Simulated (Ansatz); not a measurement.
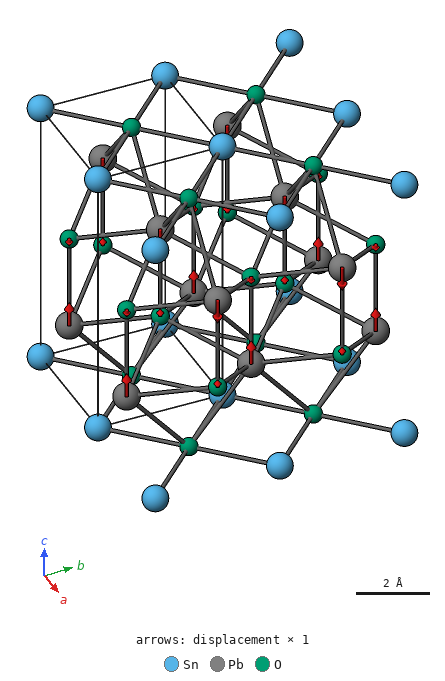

A relaxation of crystalline SnPb2O3 (a generated structure, set up in P-4m2) (coarse preliminary run). The starting structure is drawn; red arrows show the displacements (the part carried along by the change of the cell is left out), at their true length.

The picture is a ball-and-stick view of the cell of the calculation, repeated 2 × 2 × 1 with one cell outlined, seen from a free direction.

Computed with DFT PBE, scalar-relativistic, plane waves, PAW in Ansatz.

Input file:
```yaml
crystal:
  lattice:
    - [3.77566426, 0.0, 0.0]
    - [0.0, 3.77566426, 0.0]
    - [0.0, 0.0, 8.31814286]
  atoms:
    - { symbol: Sn, position: [0.0, 0.0, 0.0] }
    - { symbol: Pb, position: [0.0, 0.5, 0.73150003] }
    - { symbol: Pb, position: [0.5, 0.0, 0.26849997] }
    - { symbol: O, position: [0.0, 0.5, 0.38350001] }
    - { symbol: O, position: [0.5, 0.0, 0.61649999] }
    - { symbol: O, position: [0.5, 0.5, 0.0] }
basis:
  ecutwfc: 420
kpoints:
  mp_grid: { grid: [4, 4, 2] }
hamiltonian:
  xc: pbe
scf:
  occupations: { method: gaussian, width: 0.1 }
  lower_state_search: "off"
output:
  forces: true
  stress: true
  eigenvalues: true
relax:
  adjacent_minimum: "off"
  f_tol: 0.04
  max_steps: 70
  cell: { stress_tol: 0.4 }
```

Command:
```bash
ansatz run input.yaml --threads 1 --pin off --max-ram 2560MiB --backend cpu --events-out ev --progress --plain --runs-dir out
```

Atoms of which element are displaced furthest, and by how much?

Answer. Lead: up to 0.78 Å, against 0.25 Å for oxygen.

What happened in the run?

Answer. The largest moves relative to the cell, 0.78 Å, are those of Pb2 and Pb3. Pb2 goes along −c. Largest moves by element: Pb 0.78 Å, O 0.25 Å. Sn stays in place. Cell: a = b 3.776 → 3.463 Å (−8.3 %), c 8.318 → 9.523 Å (+14.5 %). Volume −3.7 %. Some distances before and after: Pb2–O6 2.924 → 3.762 Å, Pb2–O4 2.895 → 2.283 Å, Pb2–O5 2.836 → 2.512 Å, Sn1–O6 2.670 → 2.449 Å. The space group stays P-4m2 (No. 115). The energy falls by 686 meV per atom in 9 accepted moves (11 points after the start). The largest force component goes from 4.3 to 0.034 eV/Å. Pressure: −7.55 GPa at the start and 0.09 GPa at the end. The SCF was repeated twice at an unchanged geometry on a basis and grid sized afresh for the cell, which shifted the energy by 4.8 meV per atom at most. The run took 120 s on 1 thread of Intel(R) Xeon(R) Processor @ 2.50GHz (Skylake/Cascade Lake) (shared host), peak memory 0.4 GiB.
